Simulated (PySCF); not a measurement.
**TaHOH: structure of the doublet**

The task is one start of a wider search on TaHOH: the doublet, from a linear start. It is relaxed, tested by its Hessian and followed downhill if it is a saddle.

The runs use PySCF 2.14.0; PBE0, basis Ta def2-TZVP with ECP60, H def2-TZVP, O def2-TZVP, scalar-relativistic core potentials, no spin–orbit coupling, density fitting.

## (1) Where the work starts

4 atoms, charge 0, spin multiplicity 2.

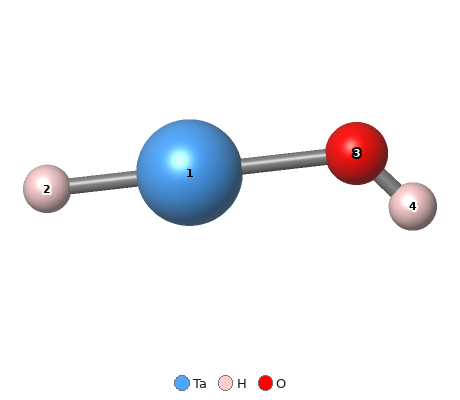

Start geometry, drawn with tantalum blue, hydrogen pink, oxygen red; atoms are numbered from 1 in the order of the file.

Coordinates in bohr (charge 0 multiplicity 2):
```
Ta    0.0000    0.0000    0.0000
H     0.0000    0.0000    3.3637
O     0.0000    0.0000   -3.9495
H     1.3897    0.0000   -5.1157
```

## (2) Finding the electronic state

One driver script runs all steps and calls PySCF; scf.py shows how it sets up the SCF of each step. The optimiser is the driver's own. After this first run the driver tries any further starts and a stability analysis.

Contents of scf.py:

```python
from pyscf import gto, scf, dft
mol = gto.M(atom='''
Ta     0.000000     0.000000     0.000000
H      0.000000     0.000000     1.780000
O      0.000000     0.000000    -2.090000
H      0.735400     0.000000    -2.707100''',
    basis={'Ta': 'def2-TZVP', 'H': 'def2-TZVP', 'O': 'def2-TZVP'},
    ecp={'Ta': 'def2-TZVP'},
    charge=0, spin=1)
mf = dft.UKS(mol, xc='PBE0')
mf.grids.atom_grid = (50, 194)
aux = {'Ta': 'def2-universal-JKFIT', 'H': 'def2-universal-JKFIT', 'O': 'def2-universal-JKFIT'}
mf = mf.density_fit(auxbasis=aux)
mf.conv_tol = 1e-08
mf.diis_space = 10
mf.max_cycle = 60
mf.init_guess = 'minao'
mf.verbose = 4
mf.kernel()
```

Run with:

```sh
$ OMP_NUM_THREADS=2 python axn.py task.json out
```

Further steps of the session: Relaxation: linear start, doublet; Vibrations and properties at this point.

**Question.** What will these runs give? Wanted: minimum; geometry; wavenumbers; dipole moment; highest occupied, lowest empty level; polar-tensor charge of Ta1; zero-point energy; atomisation energy; ⟨S²⟩.

**Answer**, as computed:

```
                                          quantity                                                                  value
                                           minimum                                                            doublet, Cs
                                          geometry  O–H 0.958 Å, Ta–H 1.794 Å, Ta–O 1.864 Å; H–O–Ta 138.0°, H–Ta–O 135.1°
                                wavenumbers (cm⁻¹)          382 (a'), 512 (a''), 583 (a'), 742 (a'), 1792 (a'), 3916 (a')
                                     dipole moment                                                                 1.31 D
highest occupied, lowest empty level (either spin)                                                        -5.04, -1.76 eV
                        polar-tensor charge of Ta1                                                                +0.60 e
                                 zero-point energy                                                            47.4 kJ/mol
                               entropy at 298.15 K                                                        276.2 J/(mol K)
         atomisation energy (no zero-point energy)                                                            1204 kJ/mol
                                              ⟨S²⟩                                                                  1.396
```

What this shows: The linear start keeps its Cs symmetry and ends in a minimum. The determinant is spin-contaminated (⟨S²⟩ = 1.40 against 0.75), so it is no pure spin state. The strongest infrared band lies at 1792 cm⁻¹ (a'). Most of the spin sits on Ta1 (Mulliken spin 1.09, against 1 for the whole molecule). The first SCF alone would have been 26 kJ/mol too high. Other starts or spin states, not run here, may lie lower. One determinant may miss the lowest occupation of an open d or f shell. With an element this heavy the missing spin–orbit coupling can shift these numbers.
